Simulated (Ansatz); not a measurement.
C2H6Al (SMILES C[CH2][AlH]) (doublet)

```
atom    x (Å)    y (Å)    z (Å)
   C  -0.4910   0.6154  -0.5683
   C   0.6388  -0.3653  -0.2575
  Al   0.5963  -1.1676   1.5528
   H  -1.4740   0.1400  -0.4931
   H  -0.4097   1.0290  -1.5798
   H  -0.4967   1.4612   0.1264
   H   0.6533  -1.1854  -0.9885
   H   1.6170   0.1217  -0.3765
   H  -0.5453  -0.6953   2.5674
```

All numbers below come from UKS BHLYP-D4/def2-SVP in Ansatz 0.2.0.

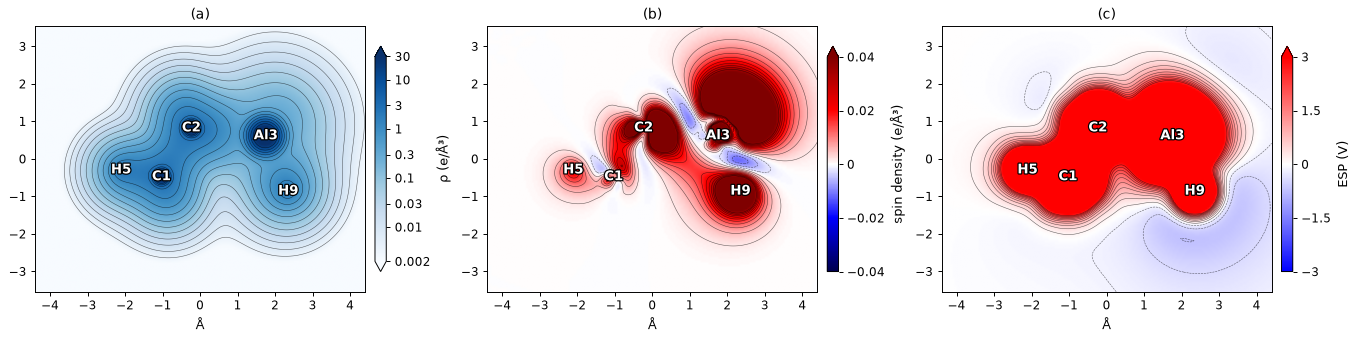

Figure 1. (a) electron density; (b) spin density; (c) electrostatic potential on the plane of atoms C2, Al3 and H9.

Question: What do the fields say about this system?

Answer:
- The plane passes through C, Al and H nuclei.
- C–C (1.53 Å): the density is about 1.6 e/Å³ at the midpoint.
- C–Al (1.98 Å): ρ at the midpoint is about 0.71 e/Å³.
- C–H (1.10 Å): ρ at the midpoint is about 1.9 e/Å³.
- Al–H (1.60 Å): the density is about 0.52 e/Å³ at the midpoint.
- The unpaired spin (1 electron) lies mostly on Al3 (about 0.8), H9 (about 0.1) and C2 (about 0.1), in electrons by Hirshfeld's partition.
- Outside the dense part of the molecule the potential is most negative (−0.7 V) near H9.

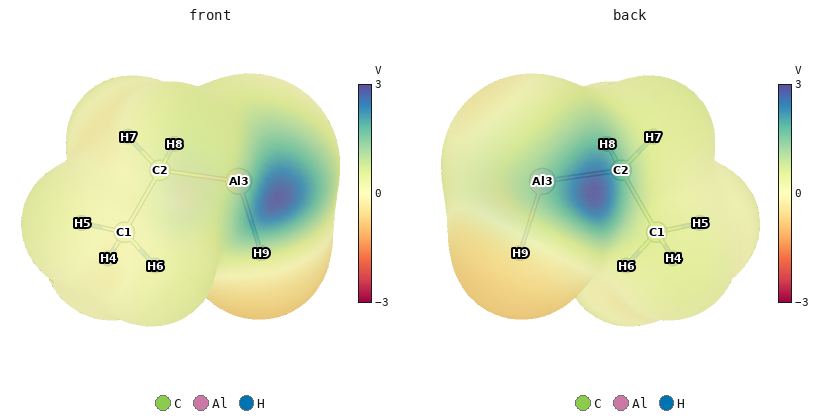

Figure 2. The electrostatic potential painted on the density surface at 0.002 e/bohr³, seen from the front and from behind; red is negative and blue positive.

Question: Where is the surface potential most negative and most positive?

Answer: The most negative region (about −0.7 V) lies over H9, the most positive (about +2.8 V) over Al3.
